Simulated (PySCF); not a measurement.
# WOF4: structure of the singlet

Aim: relax WOF4 as a singlet from a trigonal bipyramidal (ligand arrangement 1) start, check by its vibrations whether the end is a minimum, and collect its spectrum and constants.

The runs use PySCF 2.14.0; B3LYP, basis W def2-TZVP with ECP60, O def2-TZVP, F def2-TZVP, scalar-relativistic core potentials, no spin–orbit coupling, density fitting.

## 1. Starting geometry

6 atoms, charge 0, spin multiplicity 1.

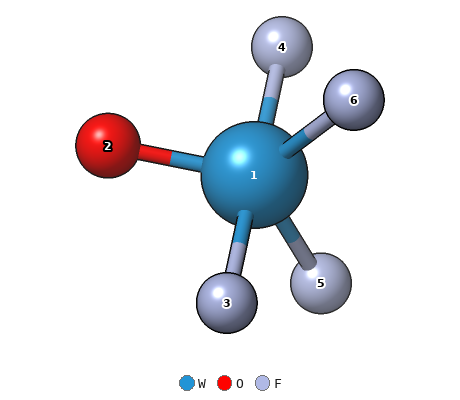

As it starts; tungsten blue, oxygen red, fluorine light blue; atoms are numbered from 1 in the order of the file.

```xyz
6
charge 0 multiplicity 1
W     0.0000   -0.0358    0.0000
O     0.0000   -1.8058    0.0000
F     2.0100   -0.0358    0.0000
F    -2.0100   -0.0358    0.0000
F     0.0000    0.9692   -1.7407
F     0.0000    0.9692    1.7407
```

## 2. The SCF at the typed geometry

The steps below are one call of a driver around PySCF. For each, scf.py gives the equivalent set-up of the SCF; relaxations use the driver's own optimiser. After this first run the driver tries any further starts and a stability analysis.

scf.py

```python
from pyscf import gto, scf, dft
mol = gto.M(atom='''
W      0.000000    -0.035790     0.000000
O      0.000000    -1.805820    -0.000010
F      2.010000    -0.035790     0.000000
F     -2.010000    -0.035790     0.000000
F     -0.000000     0.969210    -1.740710
F     -0.000000     0.969210     1.740700''',
    basis={'W': 'def2-TZVP', 'O': 'def2-TZVP', 'F': 'def2-TZVP'},
    ecp={'W': 'def2-TZVP'},
    charge=0, spin=0)
mf = dft.RKS(mol, xc='B3LYP')
mf.grids.atom_grid = (50, 194)
aux = {'W': 'def2-universal-JKFIT', 'O': 'def2-universal-JKFIT', 'F': 'def2-universal-JKFIT'}
mf = mf.density_fit(auxbasis=aux)
mf.conv_tol = 1e-08
mf.diis_space = 10
mf.max_cycle = 60
mf.init_guess = 'minao'
mf.verbose = 4
mf.kernel()
```

Run with:

```console
$ OMP_NUM_THREADS=4 python axn.py task.json out
```

What it wrote, shortened:

```text
[... the frontier levels of the middle cycles are left out ...]
init E= -521.219137516197
  HOMO = -0.58655330497257  LUMO = -0.251922159017441  gap/eV = 9.10578
cycle= 1 E= -541.087731262066  delta_E= -19.9  |g|= 2.24  |ddm|= 8.17
  HOMO = -0.310156759343645  LUMO = -0.308373285890022  gap/eV = 0.04853
cycle= 2 E= -527.010848197111  delta_E= 14.1  |g|= 7.69  |ddm|= 5.95
  HOMO = -0.338526318764469  LUMO = -0.197797170937155  gap/eV = 3.82944
cycle= 3 E= -541.723609984102  delta_E= -14.7  |g|= 1.53  |ddm|= 5.05
cycle= 4 E= -541.525098941487  delta_E= 0.199  |g|= 1.83  |ddm|=  1.4
cycle= 5 E= -542.096694227797  delta_E= -0.572  |g|= 0.439  |ddm|= 0.811
cycle= 6 E= -542.108378818484  delta_E= -0.0117  |g|= 0.352  |ddm|= 0.317
cycle= 7 E= -542.13030586634  delta_E= -0.0219  |g|= 0.0796  |ddm|= 0.131
cycle= 8 E= -542.131419311039  delta_E= -0.00111  |g|= 0.019  |ddm|= 0.0384
cycle= 9 E= -542.131492509585  delta_E= -7.32e-05  |g|= 0.00253  |ddm|= 0.0118
cycle= 10 E= -542.131493686492  delta_E= -1.18e-06  |g|= 0.00049  |ddm|= 0.00133
cycle= 11 E= -542.131493727599  delta_E= -4.11e-08  |g|= 0.000113  |ddm|= 0.000293
cycle= 12 E= -542.131493729858  delta_E= -2.26e-09  |g|= 3.63e-05  |ddm|= 5.98e-05
  HOMO = -0.406975361407182  LUMO = -0.223575599141515  gap/eV = 4.99056
Extra cycle  E= -542.13149372778  delta_E= 2.08e-09  |g|= 0.000114  |ddm|= 6.96e-05
converged SCF energy = -542.13149372778
```

This step, with its further starts and checks, needed 42 s of wall time on 4 threads of Intel Xeon Platinum 8259CL at 2.50GHz (Skylake/Cascade Lake), shared host.

The starts that the driver tried:

```
                      start  energy (Eh)
    the minimal-basis guess  -542.131494
a thermally smeared density  -542.131494
      a smeared PBE density  -542.131494
```

No lower closed-shell solution turned up from the other starts or in the test of internal stability.

## 3. Relaxing the singlet from the trigonal bipyramidal (ligand arrangement 1) start

The program finds C2v symmetry in the start, which this walk keeps. Threshold on the gradient: 0.0003 Eh/bohr, with a further test on the energy change.

Edit scf.py of step 2 so:

```diff
@@ -3,6 +3,6 @@
-W      0.000000    -0.035790     0.000000
-O      0.000000    -1.805820    -0.000010
-F      2.010000    -0.035790     0.000000
-F     -2.010000    -0.035790     0.000000
-F     -0.000000     0.969210    -1.740710
-F     -0.000000     0.969210     1.740700''',
+W     -0.000000    -0.035788    -0.000000
+O     -0.000000    -1.805818    -0.000001
+F      2.010000    -0.035788    -0.000000
+F     -2.010000    -0.035788    -0.000000
+F      0.000000     0.969213    -1.740704
+F      0.000000     0.969211     1.740706''',
@@ -19 +18,0 @@
-mf.init_guess = 'minao'
```

Energy and gradient, step by step:

```
step  energy (Eh)  change (kJ/mol)  largest symmetric gradient (Eh/bohr)
   0  -542.131494             0.00                               0.09768
   1  -542.184872          -140.14                               0.04240
   2  -542.192150          -159.25                               0.02891
   3  -542.196833          -171.55                               0.00824
   4  -542.200072          -180.05                               0.01151
   5  -542.200870          -182.15                               0.00851
   6  -542.201310          -183.30                               0.00129
   7  -542.201371          -183.46                               0.00065
   8  -542.201377          -183.48                               0.00028
   9  -542.201377          -183.48                               0.00013
```

The walk took 76 s.

Positions (Å) and forces (eV/Å) along the way:

```
step 0
W    0.000  -0.036   0.000   0.000  -1.772   0.000
O    0.000  -1.806   0.000   0.000   5.023   0.000
F    2.010  -0.036   0.000  -3.473   0.549   0.000
F   -2.010  -0.036   0.000   3.473   0.549   0.000
F    0.000   0.969  -1.741   0.000  -2.174   3.161
F    0.000   0.969   1.741   0.000  -2.174  -3.161
step 1
W    0.000  -0.045   0.000   0.000   2.180   0.000
O    0.000  -1.705   0.000   0.000  -1.442   0.000
F    1.900   0.004   0.000  -0.966   0.514   0.000
F   -1.900   0.004   0.000   0.966   0.514   0.000
F    0.000   0.884  -1.644   0.000  -0.883   0.762
F    0.000   0.884   1.644   0.000  -0.883  -0.762
step 5
W    0.000  -0.044   0.000   0.000   0.438   0.000
O    0.000  -1.723   0.000   0.000  -0.103   0.000
F    1.826   0.359   0.000  -0.275  -0.015   0.000
F   -1.826   0.359   0.000   0.275  -0.015   0.000
F    0.000   0.536  -1.774   0.000  -0.153   0.255
F    0.000   0.536   1.774   0.000  -0.153  -0.255
step 9
W    0.000  -0.041   0.000   0.000  -0.007   0.000
O    0.000  -1.723   0.000   0.000   0.003   0.000
F    1.795   0.447   0.000   0.000   0.001   0.000
F   -1.795   0.447   0.000   0.000   0.001   0.000
F    0.000   0.447  -1.795   0.000   0.001   0.001
F    0.000   0.447   1.795   0.000   0.001  -0.001
```

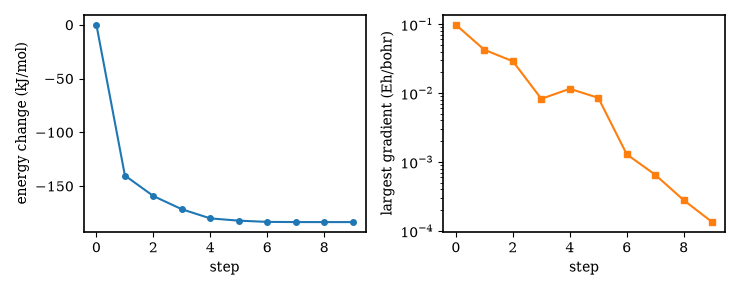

How energy and gradient fall.

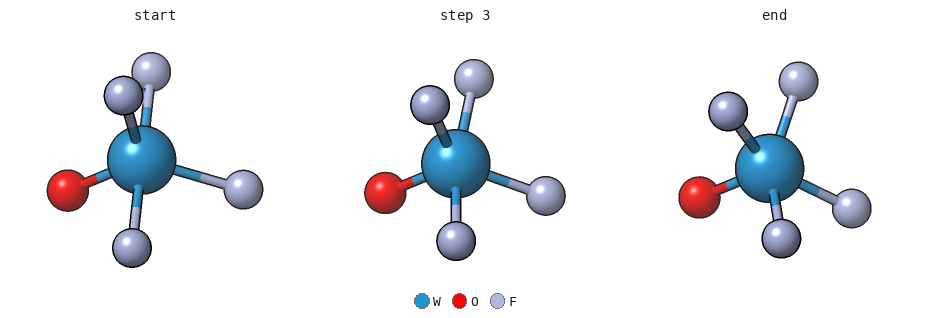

Start and end of the relaxation, with a step between.

End point (C4v, 9 steps, 183.5 kJ/mol gained): W–F 1.860 Å (×4), W–O 1.682 Å; F–W–F 86.1° (×4), F–W–F 149.6° (×2), F–W–O 105.2° (×4).

## 4. Is it a minimum? Harmonic modes

The point is checked on the finer grid, and tightened if its gradient asks for it. The Hessian and the dipole derivatives come from central differences of analytic gradients, with steps of 0.02 bohr.

Edit scf.py of step 3 so:

```diff
@@ -3,6 +3,6 @@
-W     -0.000000    -0.035788    -0.000000
-O     -0.000000    -1.805818    -0.000001
-F      2.010000    -0.035788    -0.000000
-F     -2.010000    -0.035788    -0.000000
-F      0.000000     0.969213    -1.740704
-F      0.000000     0.969211     1.740706''',
+W      0.000000    -0.034311    -0.000000
+O      0.000000    -1.716110    -0.000001
+F      1.796145     0.449709     0.000000
+F     -1.796145     0.449709     0.000000
+F     -0.000000     0.449710    -1.796144
+F     -0.000000     0.449707     1.796145''',
@@ -13 +13 @@
-mf.grids.atom_grid = (50, 194)
+mf.grids.atom_grid = (75, 302)
@@ -16 +16 @@
-mf.conv_tol = 1e-08
+mf.conv_tol = 1e-10
```

The driver hands on the density of the step before, so the log starts near convergence.

SCF at the final geometry:

```text
init E= -542.201364931182
  HOMO = -0.419657597489445  LUMO = -0.164079255972002  gap/eV = 6.95464
cycle= 1 E= -542.201364931182  delta_E=    0  |g|= 2.27e-06  |ddm|= 1.81e-06
  HOMO = -0.419657395596868  LUMO = -0.164079784528237  gap/eV = 6.95462
Extra cycle  E= -542.201364931174  delta_E= 7.5e-12  |g|= 7.13e-06  |ddm|= 4.77e-06
converged SCF energy = -542.201364931174
```

The whole step took 2.4 min.

Geometry: C4v; W–F 1.860 Å (×4), W–O 1.682 Å; F–W–F 86.1° (×4), F–W–F 149.8° (×2), F–W–O 105.1° (×4).

Modes, for the most abundant isotopes:

```csv
symmetry,ω (cm⁻¹),IR (km/mol),type
b1,100,0.0,bend
e,235,43.5,bend
a1,244,13.1,bend
e,298,15.3,bend
b2,332,0.0,bend
b1,635,0.0,stretch
e,692,456,stretch
a1,723,44.5,stretch
a1,1076,103,stretch
```

No imaginary mode, so this is a minimum.

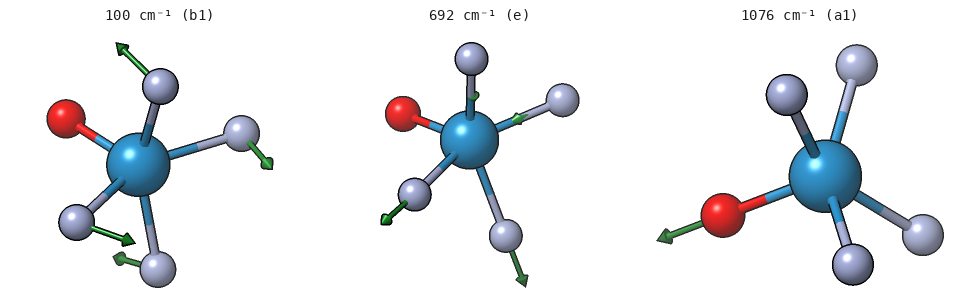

Displacements of 3 of the modes, as arrows (one member where a mode is degenerate).

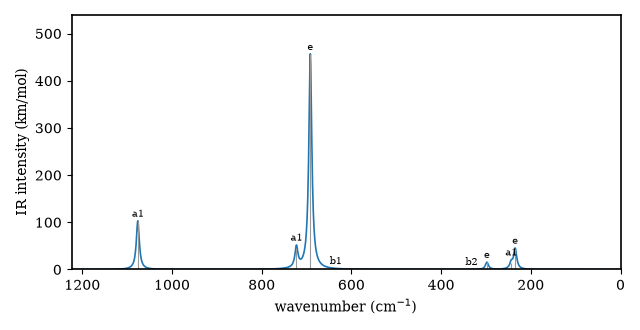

The harmonic infrared spectrum (widths in cm⁻¹). Lines are broadened to a width of 8 cm⁻¹ (Lorentzian).

Constants and moments:

- Dipole moment: 0.42 D
- Highest occupied level: -11.42 eV
- Lowest empty level: -4.46 eV
- Rotational constants: 0.09099, 0.09099, 0.06876 cm⁻¹
- Zero-point energy: 33.2 kJ/mol
- Principal polarisabilities: 39.9, 39.9, 40.1 bohr³
- Atomisation energy without zero-point energy: 2832 kJ/mol
- Principal traceless quadrupole moments about the centre of mass: -1.75, -1.75, 3.49 D Å
- Entropy at 298.15 K and 1 bar: 342.5 J/(mol K)
- Heat capacity Cp at 298.15 K: 100.2 J/(mol K)
- Enthalpy at 298.15 K above 0 K: 20.36 kJ/mol
- Rotational symmetry number: 4

Populations by atom (charges in e):

```csv
atom,Mulliken,Löwdin,polar tensor,Mayer order to W1
W1,1.78,1.01,3.24,–
O2,-0.40,-0.21,-0.62,2.14
"F3,4,5,6",-0.34,-0.20,-0.66,1.00
```

Outer orbital energies (eV). occupied: -13.04, -12.70, -12.70, -12.59, -12.23, -11.93, -11.42, -11.42; empty: -4.46, -2.89, -2.89, -1.54.

Mulliken populations on W1 (outside its core potential): s 2.36, p 6.39, d 3.21, f 0.27.

## 5. Would spin polarisation lower it?

At the lowest minimum the closed shell is tested against spin polarisation, on the (50, 194) grid. It is stable.

## 6. Outcome

| quantity | value |
| --- | --- |
| minimum | singlet, C4v |
| geometry | W–F 1.860 Å (×4), W–O 1.682 Å; F–W–F 86.1° (×4), F–W–F 149.8° (×2), F–W–O 105.1° (×4) |
| wavenumbers (cm⁻¹) | 100 (b1), 235 (e), 244 (a1), 298 (e), 332 (b2), 635 (b1), 692 (e), 723 (a1), 1076 (a1) |
| dipole moment | 0.42 D |
| highest occupied, lowest empty level | -11.42, -4.46 eV |
| polar-tensor charge of W1 | +3.24 e |
| zero-point energy | 33.2 kJ/mol |
| entropy at 298.15 K | 342.5 J/(mol K) |
| atomisation energy (no zero-point energy) | 2832 kJ/mol |

What this shows: From C2v at the start the molecule goes to a C4v minimum. The strongest infrared band lies at 692 cm⁻¹ (e, stretch). Only this shape and spin were tried, so other structures or states may lie lower. Spin–orbit coupling, left out here, can matter for elements this heavy.

The search up to here needed 4.5 min of wall time on 4 threads of Intel Xeon Platinum 8259CL at 2.50GHz (Skylake/Cascade Lake), shared host.
